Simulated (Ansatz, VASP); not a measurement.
## Cross-check of BN (Qingsongite) between VASP and Ansatz

One calculation is typed for both programs; each brings its own data sets and cutoff. How far apart do they land? The cell comes out of the VASP series on this material, whose earlier steps may have relaxed, scaled or displaced it; both programs get it as it stands.

Calculated with Ansatz 0.2.0; plane waves, with VASP 6.6.1 beside it; relaxation of cell and atoms at LDA and band structure at r2SCAN-EpsX.

## 1. The starting structure

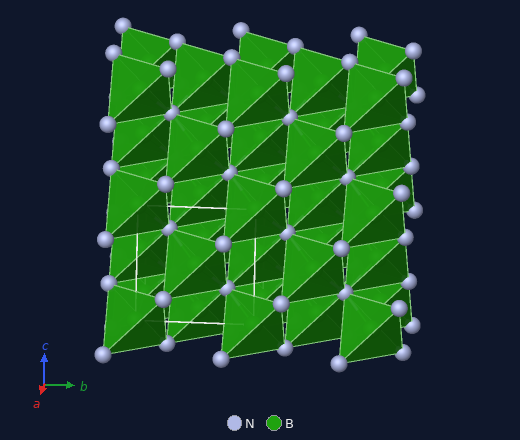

The starting structure, seen slightly off an axis (nitrogen light blue, boron green). 1×2×2 cells are drawn. This picture shows the conventional cell, with its axes. Some periodic images of atoms are drawn too.

Structure file:

```xyz
2
Lattice="0.0000 1.7918 1.7918 1.7918 0.0000 1.7918 1.7918 1.7918 0.0000" Properties=species:S:1:pos:R:3 pbc="T T T"
N     2.6877    2.6877    2.6877
B     0.0000    0.0000    0.0000
```

## 2. VASP: relaxation of cell and atoms, LDA

The relaxed volume is the usual yardstick between codes: its relative difference is about their pressure difference at one cell divided by the bulk modulus.

Lines of VASP's logs that name or quote its potential files are left out, and so is its time.

INCAR

```
SYSTEM = BN
PREC = Accurate
ENCUT = 520
EDIFF = 1E-06
NELM = 100
ISMEAR = 0
SIGMA = 0.03
LREAL = .FALSE.
ALGO = Normal
GGA = CA
NBANDS = 10
LORBIT = 11
LWAVE = .FALSE.
LCHARG = .FALSE.
KPAR = 4
IBRION = 2
NSW = 50
ISIF = 3
EDIFFG = -0.006
```

POSCAR

```
BN
1.0
    0.0000000000      1.7918006284      1.7918006284
    1.7918006284      0.0000000000      1.7918006284
    1.7918006284      1.7918006284      0.0000000000
N B
1 1
Direct
    0.7500000000      0.7500000000      0.7500000000
    0.0000000000      0.0000000000      0.0000000000
```

KPOINTS

```
Automatic mesh
0
Gamma
10 10 10
0 0 0
```

Potentials, in the order of the species: N and B (LDA family, release 64).

Started as:

```console
> mpirun -np 4 vasp_std
```

Numbers of over 12 decimals in the logs are rounded to 6 here.

The log of the run:

```text
[banner, memory and clock lines left out]
running    4 mpi-ranks, on    1 nodes
 distrk:  each k-point on    1 cores,    4 groups
 distr:  one band on    1 cores,    1 groups

 POSCAR found type information on POSCAR N B
 POSCAR found :  2 types and       2 ions
 LDA part: xc-table for (Slater(with rela. corr.)+CA(PZ))
 , standard interpolation
 POSCAR, INCAR and KPOINTS ok, starting setup
 FFT: planning ... GRIDC
 FFT: planning ... GRID_SOFT
 FFT: planning ... GRID
 WAVECAR not read
 entering main loop
       N       E                     dE             d eps       ncg     rms          rms(c)
DAV:   1     0.482375743675E+01    0.48238E+01   -0.50637E+03  1004   0.791E+02
DAV:   2    -0.202593151567E+02   -0.25083E+02   -0.24540E+02  1146   0.155E+02
DAV:   3    -0.205929428420E+02   -0.33363E+00   -0.33320E+00  1090   0.152E+01
DAV:   4    -0.205933754909E+02   -0.43265E-03   -0.43264E-03  1014   0.617E-01
DAV:   5    -0.205933759202E+02   -0.42934E-06   -0.42934E-06  1072   0.197E-02    0.665E+00
DAV:   6    -0.195646118629E+02    0.10288E+01   -0.33320E+00   960   0.113E+01    0.317E+00
DAV:   7    -0.194465044319E+02    0.11811E+00   -0.96277E-02  1036   0.264E+00    0.180E+00
DAV:   8    -0.194140848180E+02    0.32420E-01   -0.50413E-02  1046   0.161E+00    0.186E-01
DAV:   9    -0.194139330546E+02    0.15176E-03   -0.89225E-04  1022   0.277E-01    0.827E-02
DAV:  10    -0.194139174397E+02    0.15615E-04   -0.43223E-05  1064   0.668E-02    0.138E-02
DAV:  11    -0.194139179043E+02   -0.46454E-06   -0.18544E-06   728   0.971E-03
   1 F= -.19413918E+02 E0= -.19413918E+02  d E =-.194139E+02
 curvature:   0.00 expect dE= 0.000E+00 dE for cont linesearch  0.000E+00
 trial: gam= 0.00000 g(F)=  0.393E-46 g(S)=  0.405E-07 ort = 0.000E+00 (trialstep = 0.100E+01)
 search vector abs. value=  0.406E-07
 reached required accuracy - stopping structural energy minimisation
```

Parts of OUTCAR (step 2):

```text
ion  position               nearest neighbor table
   1  0.750  0.750  0.750-   2 1.55   2 1.55   2 1.55   2 1.55
   2  0.000  0.000  0.000-   1 1.55   1 1.55   1 1.55   1 1.55

  LATTYP: Found a face centered cubic cell.
 ALAT       =     3.5836012568

 Subroutine GETGRP returns: Found 24 space group operations
 (whereof 24 operations were pure point group operations)

The static configuration has the point symmetry T_d .

 Found     47 irreducible k-points:

   k-points           NKPTS =     47   k-points in BZ     NKDIM =     47   number of bands    NBANDS=     10

   dimension x,y,z NGX =    20 NGY =   20 NGZ =   20
   dimension x,y,z NGXF=    40 NGYF=   40 NGZF=   40

   ENCUT  =  520.0 eV  38.22 Ry    6.18 a.u.   4.71  4.71  4.71*2*pi/ulx,y,z

   NELECT =       8.0000    total number of electrons

 k-points in reciprocal lattice and weights: Automatic mesh
   0.00000000  0.00000000  0.00000000       0.001
   0.10000000  0.00000000  0.00000000       0.008
   0.20000000  0.00000000  0.00000000       0.008
   0.30000000  0.00000000  0.00000000       0.008
   0.40000000  0.00000000  0.00000000       0.008
   0.50000000  0.00000000  0.00000000       0.004
   0.10000000  0.10000000  0.00000000       0.006
   0.20000000  0.10000000  0.00000000       0.024
   0.30000000  0.10000000  0.00000000       0.024
[...]
-0.30000000  0.40000000  0.20000000       0.024
  -0.30000000  0.50000000  0.20000000       0.012

 average (electrostatic) potential at core
       1 -59.8036       2 -29.2075

 E-fermi :   7.8692

 k-point     1 :       0.0000    0.0000    0.0000
  band No.  band energies     occupation
      1     -12.6492      2.00000
      2       7.7198      2.00000
      3       7.7198      2.00000
      4       7.7198      2.00000
      5      16.5265      0.00000
      6      16.5265      0.00000
      7      16.5265      0.00000
      8      18.5875      0.00000
      9      32.7066      0.00000
    ...

 k-point     2 :       0.1000    0.0000    0.0000
  band No.  band energies     occupation
      1     -12.4001      2.00000
      2       6.4365      2.00000
      3       7.4562      2.00000
      4       7.4562      2.00000
      5      16.8786      0.00000
      6      16.9223      0.00000
      7      16.9223      0.00000
      8      19.3122      0.00000
      9      32.2636      0.00000
    ...

 k-point     3 :       0.2000    0.0000    0.0000
  band No.  band energies     occupation
      1     -11.6656      2.00000
      2       3.6818      2.00000
      3       6.8665      2.00000
      4       6.8665      2.00000
      5      17.3865      0.00000
      6      17.7357      0.00000
      7      17.7357      0.00000
      8      20.8467      0.00000
      9      31.5294      0.00000
    ...

  Total       -0.0007477     -0.0007477     -0.0007477      0.0000000      0.0000000     -0.0000000
  in kB       -0.1041157     -0.1041157     -0.1041157      0.0000000      0.0000000     -0.0000000
  external PRESSURE =      -0.1041157 kB  Pullay stress =       0.0000000 kB

  energy-cutoff  :      520.00
  volume of cell :       11.51
      direct lattice vectors                 reciprocal lattice vectors
     0.000000000  1.791800628  1.791800628    -0.279048903  0.279048903  0.279048903
     1.791800628  0.000000000  1.791800628     0.279048903 -0.279048903  0.279048903
     1.791800628  1.791800628  0.000000000     0.279048903  0.279048903 -0.279048903

 POSITION                                       TOTAL-FORCE (eV/Angst)
 -----------------------------------------------------------------------------------
      2.68770      2.68770      2.68770        -0.000000     -0.000000     -0.000000
      0.00000      0.00000      0.00000         0.000000      0.000000      0.000000
 -----------------------------------------------------------------------------------
    total drift:                                0.000000      0.000000      0.000000

  FREE ENERGIE OF THE ION-ELECTRON SYSTEM (eV)
  ---------------------------------------------------
  free  energy   TOTEN  =       -19.4139179043 eV

  energy  without entropy=      -19.4139179043  energy(sigma->0) =      -19.41391790

 reached required accuracy - stopping structural energy minimisation

 total charge
# of ion       s       p       d       tot
------------------------------------------
    1        1.202   2.761   0.000   3.963
    2        0.682   1.409   0.000   2.091
--------------------------------------------------
tot          1.884   4.170   0.000   6.055

[... 3 further parts left out ...]
```

CONTCAR:

```
BN
   1.00000000000000
     0.0000000000000000    1.7918006284000001    1.7918006284000001
     1.7918006284000001    0.0000000000000000    1.7918006284000001
     1.7918006284000001    1.7918006284000001    0.0000000000000000
  N               B
     1     1
Direct
     0.7500000000000000    0.7500000000000000    0.7500000000000000
     0.0000000000000000    0.0000000000000000    0.0000000000000000
```

## 3. Ansatz: relaxation of cell and atoms, LDA

Ansatz runs on its default PAW (the set named soft_2) files.

The same cell, functional (in two slightly different forms), mesh and smearing now go to Ansatz, which takes its cutoff from its data sets.

input.yaml

```yaml
crystal:
  lattice:
    - [0.0, 1.7918006284, 1.7918006284]
    - [1.7918006284, 0.0, 1.7918006284]
    - [1.7918006284, 1.7918006284, 0.0]
  atoms:
    - { symbol: "N", position: [0.75, 0.75, 0.75] }
    - { symbol: B, position: [0.0, 0.0, 0.0] }
hamiltonian:
  xc: lda
  pseudopotentials: { kind: paw }
kpoints:
  mp_grid: { grid: [10, 10, 10] }
scf:
  occupations: { method: gaussian, width: 0.03 }
relax:
  f_tol: 0.01
  max_steps: 60
  cell: { stress_tol: 0.05 }
output:
  forces: true
  stress: true
```

Started as:

```console
> ansatz run input.yaml --threads 4 --pin off --max-ram 9216MiB --backend cpu --events-out ev --progress --plain --runs-dir out
```

The log of the run:

```text
Engine: ansatz 0.2.0, x86_64-unknown-linux-gnu
Pseudopotentials: kind: paw
Pseudopotential: N, paw, valence charge 5, recommended cutoff 420 eV (normal), N.paw.azcp
Pseudopotential: B, paw, valence charge 3, recommended cutoff 420 eV (normal), B.paw.azcp
Functional definition: SPW92
  exchange = slater_x
  correlation = pw_c
Crystal: 2 atoms, lattice volume = 11.505 Å³
Basis set: ecut = 420 eV, 229 PW (Γ)
Bands: 8, of which v1, the nominal top of the filled ones, is band 4 counted from 1 (3 counted from 0)
Symmetry: 24 space group operations
Space group: F-43m (ITA 216), of the structure as read, at distance tolerance 2.3e-5 Å
k-points: 47 of 1000 (time reversal used)
Non-local potential: N, projectors of the file, l = 0: 2, l = 1: 2, l = 2: 1
Non-local potential: B, projectors of the file, l = 0: 2, l = 1: 2, l = 2: 1
PAW form: soft (Blöchl's): semilocal exchange-correlation on the pseudo side does not see the compensation charge
PAW frozen core: N, regenerated for the run's functional, and the local potential with it (the file was generated under x = pbe(κ = 0.804, μ = 0.219515), c = pbe(β = 0.066725))
PAW frozen core: B, regenerated for the run's functional, and the local potential with it (the file was generated under x = pbe(κ = 0.804, μ = 0.219515), c = pbe(β = 0.066725))
PAW one-centre angular grid: N, 110 points (default); XC on 64 Gauss nodes
PAW one-centre angular grid: B, 110 points (default); XC on 64 Gauss nodes
Initial density: superposition of atomic densities (neutral atoms: chi_scale 0, normalization atom), corrected by the library's trained network
Initial wavefunctions: pseudopotential atomic-orbital guess
Functional: x = slater, c = lda
SCF iter   1: F=—  HF=-526.470076 eV  |F-HF|=—  |Δ(HF+E_count)|=         —  Δρ=7.87e-3  dr2=5.22e-3  ethr=1.77e-3  ⟨swp⟩=4.5  Hψ=2390  notcnv=0
preconditioner: auto → none  [insulator: Δε(μ)=4.327 eV  Ē_g=20.191 eV  σ=0.030 eV  W_gap=1.00  n_scr=0 (ndim 8)  ℏωp=31.0 eV  f_vac=0.000  D(μ)=0.00/eV (n_scr^D=0)  ε∞_Penn≈3.4]
SCF iter   2: F=—  HF=-526.468624 eV  |F-HF|=—  |Δ(HF+E_count)|=   1.45e-3  Δρ=3.28e-3  dr2=4.54e-4  ethr=6.52e-5  ⟨swp⟩=2.1  Hψ=960  notcnv=0
SCF iter   3: F=—  HF=-526.468483 eV  |F-HF|=—  |Δ(HF+E_count)|=   1.41e-4  Δρ=1.39e-3  dr2=7.17e-5  ethr=5.67e-6  ⟨swp⟩=2.1  Hψ=550  notcnv=0
SCF iter   4: F=—  HF=-526.468463 eV  |F-HF|=—  |Δ(HF+E_count)|=   1.96e-5  Δρ=2.96e-4  dr2=3.22e-6  ethr=8.96e-7  ⟨swp⟩=1.0  Hψ=376  notcnv=0
iter 5 did not close the SCF: its close was put off for the readings that it lacked (scf_convergence_deferred on its scf_iter line)
SCF iter   5: F=-526.468463 eV  HF=-526.468463 eV  |F-HF|=8.30e-9  |Δ(HF+E_count)|=   8.53e-7  Δρ=2.80e-5  dr2=3.28e-8  ethr=4.03e-8  ⟨swp⟩=1.1  Hψ=392  notcnv=0
SCF iter   6: F=-526.468463 eV  HF=-526.468463 eV  |F-HF|=4.09e-12  |Δ(HF+E_count)|=   3.74e-9  Δρ=1.58e-6  dr2=6.06e-11  ethr=4.11e-10  ⟨swp⟩=1.9  Hψ=1211  notcnv=0
SCF 1 converged in 6 iterations: F = -526.468463 eV  dr2 = 6.06e-11
  greatest PAW one-centre occupation: 0.782 electrons in one spin orbital (limit 2), on the N atom at site 0 (counted from 0), in its partial waves of l = 0
relax step   1: F+E_penalty+E_count = -526.46846252 eV  Δ(F+E_penalty+E_count) = +0.000e0 eV  max|allowed force component| = 3.747e-16 eV/Å  Δτ_max = 0.0000 Å  P = -1.041 GPa  Ω = 11.505 Å³  (6 SCF iters, dr2 threshold 1.00e-7 eV, accepted)
[...]
relax step   2: F+E_penalty+E_count = -526.46868300 eV  Δ(F+E_penalty+E_count) = -2.205e-4 eV  max|allowed force component| = 1.434e-16 eV/Å  Δτ_max = 0.0000 Å  P = -0.432 GPa  Ω = 11.488 Å³  energy of the carried Pulay correction = +1.424e-4 eV  (4 SCF iters, dr2 threshold 2.00e-7 eV, accepted)
[...]
relax step   3: F+E_penalty+E_count = -526.46879975 eV  Δ(F+E_penalty+E_count) = -1.167e-4 eV  max|allowed force component| = 1.469e-16 eV/Å  Δτ_max = 0.0000 Å  P = -0.004 GPa  Ω = 11.476 Å³  energy of the carried Pulay correction = +2.431e-4 eV  (3 SCF iters, dr2 threshold 2.00e-7 eV, accepted)
[...]
relax step   4: F+E_penalty+E_count = -526.46876632 eV  Δ(F+E_penalty+E_count) = +3.343e-5 eV  max|allowed force component| = 1.145e-16 eV/Å  Δτ_max = 0.0000 Å  P = -0.030 GPa  Ω = 11.476 Å³  stress off target by 3.03e-2 GPa  SCF on the basis re-selected at this cell (its energy is not comparable with the rows above)  (5 SCF iters)
basis re-selected at this cell: Δ(F+E_penalty+E_count) = +3.343e-5 eV, ΔP = -0.027 GPa vs the last step (what re-selecting the basis moved, of the pressure what is left beyond the Pulay correction that the steps carried, after the strain that the cell walked since its last selection, with what the two solves' SCF thresholds leave and, on support functions, any second-order correction that the steps lacked; it is no m [...]
SCF converged after 5 iterations
Free energy (F): -526.468766 eV
Harris-Foulkes:  -526.468766 eV  (|F-HF|=0.00e0)
Internal energy: -526.468766 eV  (E = F + TS)
E sigma→0 (E₀):  -526.468766 eV
Fermi energy:    13.588046 eV
--- Per-component energies (eV) ---
  E_band       = 27.366907
  E_kinetic    = 186.867445
  E_local      = -173.760793  (includes V_loc(G=0)·N_el)
  E_nonlocal   = 58.777642
  E_hartree    = 47.870023
  E_xc         = -92.987004
  E_vxc        = -116.098059  (∫ρ·V_xc dr)
  E_paw        = -191.533583  (= ΣΔE_a)
  E_vpaw       = -24.159474  (= ΣTr[D̂ρ^β])
  E_aug_tail   = 0.000098  (compensation charges beyond the density's cutoff)
  E_ewald      = -361.828474
  E_core_change = 0.125878  (= ΣΔE_core)
  E_smearing   = -0.000000  (= −TS)
  E_closure    = 0.000000  (closes the sum)
  Σ components = -526.468766   (vs F -526.468766, Δ=0.00e0)
--- Forces (eV/Å), atoms counted from 1 ---
  atom   1  N      0.00000000     0.00000000     0.00000000
  atom   2  B     -0.00000000     0.00000000     0.00000000
  max |Σ_I F_I| component: 2.89e-16 eV/Å
--- Stress (GPa, compression-positive) ---
       -0.030258       0.000000       0.000000
        0.000000      -0.030258       0.000000
        0.000000       0.000000      -0.030258
  P = ⅓ Tr σ = -0.0303 GPa (-0.303 kbar)
--- Relaxed structure (3 steps of the walk, 3 accepted, 1 SCFs on fresh bases) ---
  F+E_penalty+E_count = -526.46876632 eV   max|allowed force component| = 1.145e-16 eV/Å   (the final SCF, on the basis selected at the relaxed cell)
  cell:  # Å, volume = 11.4764 Å³
    - [0, 1.790297, 1.790297]
    - [1.790297, 0, 1.790297]
    - [1.790297, 1.790297, 0]
  atoms:
    - { symbol: N, position: [0.750000, 0.750000, 0.750000] }
    - { symbol: B, position: [0, 0, 0] }
```

Run time: 0.54 s. Hardware: 4 threads of Intel Xeon 6975P-C (Granite Rapids), shared host; peak memory 0.33 GiB.

## 4. Comparison

Known differences besides the PAW data sets themselves: the two LDA forms differ slightly; both relaxations stop at a tolerance, which leaves soft axes loose, and VASP keeps its plane-wave basis; the cutoff is 420 eV in Ansatz and 520 eV in VASP; Ansatz makes its cores anew for this functional, VASP keeps those of its LDA data sets; Ansatz adds a Pulay correction to the stress that steers its cell, VASP none. Total energies have different zeros and are not compared.

Both answers:

| quantity | Ansatz | VASP | difference |
| --- | --- | --- | --- |
| volume (Å³) | 11.48 | 11.51 | -0.25 % |
| edge a after relaxation, in the typed setting (Å) | 2.532 | 2.534 | -0.08 % |

The walks stopped with -0.03 GPa left in Ansatz and -0.01 GPa in VASP; each walk ends within a tolerance, so the volume difference is uncertain by about these residues over the bulk modulus, most in soft cells.

## 5. Ansatz: band structure, r2SCAN-EpsX

The same path points are solved in both programs, so levels can be compared one by one. The cell compared in this pair holds 11.81 Å³, against 11.51 Å³ for the pair before.

input.yaml

```yaml
crystal:
  lattice:
    - [0.0, 1.8075, 1.8075]
    - [1.8075, 0.0, 1.8075]
    - [1.8075, 1.8075, 0.0]
  atoms:
    - { symbol: "N", position: [0.75, 0.75, 0.75] }
    - { symbol: B, position: [0.0, 0.0, 0.0] }
hamiltonian:
  xc: { exchange: r2scan, correlation: r2scan, exx: { coeff: 0.218 } }
  pseudopotentials: { kind: paw }
kpoints:
  mp_grid: { grid: [7, 7, 7] }
  band_path:
    path:
      - [0.0, 0.0, 0.0]
      - [0.5, 0.0, 0.5]
      - [0.5, 0.22222, 0.72222]
      - [0.40278, 0.34722, 0.75]
      - [0.125, 0.125, 0.25]
      - [0.27778, 0.27778, 0.27778]
      - [0.55556, 0.38889, 0.55556]
      - [0.58333, 0.25, 0.66667]
      - [0.5, 0.30556, 0.69444]
      - [0.48611, 0.48611, 0.52778]
      - [0.625, 0.25, 0.625]
      - [0.5, 0.0, 0.5]
    npoints: 1
scf:
  occupations: { method: gaussian, width: 0.03 }
  n_extra_bands: 7
output:
  forces: true
  stress: true
  eigenvalues: true
```

The log of the run:

```text
[...]
P = ⅓ Tr σ = -7.4707 GPa (-74.707 kbar)
--- Band table (eV; the first three rows and the last of 20) ---
  k-point 0: bands = [-12.6184, 9.9969, 9.9969, 9.9969, 21.4941, 21.4941, 21.4941, 22.9970, ... 3 higher]
  k-point 1: bands = [-12.0799, 7.3991, 9.4760, 9.4760, 21.8965, 22.2818, 22.2818, 24.7011, ... 3 higher]
  k-point 2: bands = [-10.5436, 2.7412, 8.5383, 8.5383, 22.3623, 23.3382, 23.3382, 27.2242, ... 3 higher]
  k-point 19: bands = [-6.4614, 1.1570, 1.7977, 4.4252, 21.3736, 26.1305, 27.8122, 29.1397, ... 3 higher]
[key lines of the parts left out:]
Free energy (F): -543.838195 eV
Fermi energy:    13.454290 eV
```

Run time: 6.9 s. Hardware: 4 threads; peak memory 0.7 GiB.

(Continued in part 2 of 2.)

[Lines on the potential files, build, host, timing and source positions are cut from VASP's logs without a mark.]

[Logs are printed without paths, hosts, clocks, repeated set-up lines and the standing remarks that a program may print on its own settings, such as how far it seeks lower states.]

[Hosts, paths, dates, database ids (printed as entryN), source tags and the programs' standing remarks are cut or masked in the printed files.]
